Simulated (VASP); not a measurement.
Band structure of CaC₆ (sg166). Calculation: PBEsol GGA, VASP's PBE PAW potentials (set 64) (plane waves; VASP).

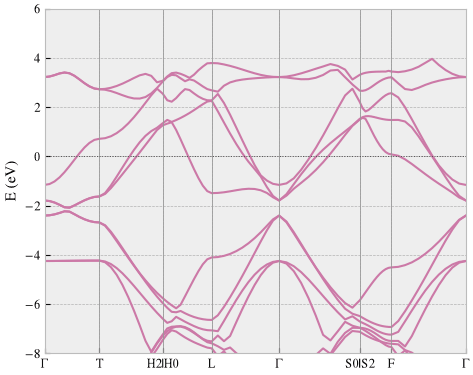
Bands along high-symmetry lines, zero at the valence-band maximum or, without a gap, the Fermi level

Question: Read the plot: is there a gap, and where are the band edges?

Answer: It has no gap at this level: it comes out as a metal or semimetal. (Edges off the drawn lines would not show.)

The compound is CaC6 in the sg166 structure. It was relaxed first.
